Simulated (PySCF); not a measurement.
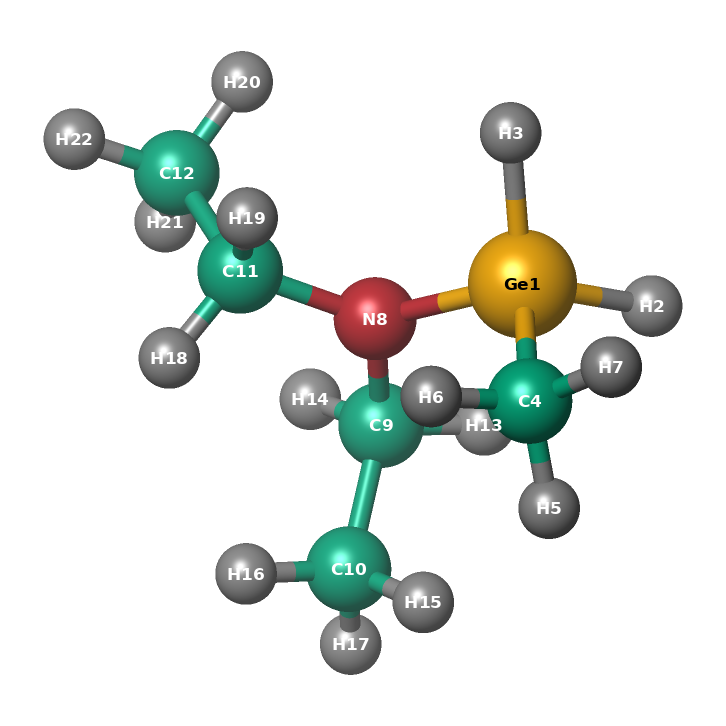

The geometry was computed by an optimisation with PBE0-D3(BJ)/def2-SVP. No frequency run is at hand to confirm it as a minimum. Level of theory: delta-SCF UKS SCAN, pcX-2 on the ionised atom (unc-x2c-TZVPall on a metal), pcseg-1 elsewhere, spin-free X2C (PySCF 2.14.0).

Give the core-electron binding energies (to vacuum) of C4 1s, N8 1s, C9 1s, C10 1s.

```json
{"atom": "C4", "level": "1s", "binding energy (eV)": "289.9"}
{"atom": "N8", "level": "1s", "binding energy (eV)": "403.5"}
{"atom": "C9", "level": "1s", "binding energy (eV)": "291.1"}
{"atom": "C10", "level": "1s", "binding energy (eV)": "290.3"}
```
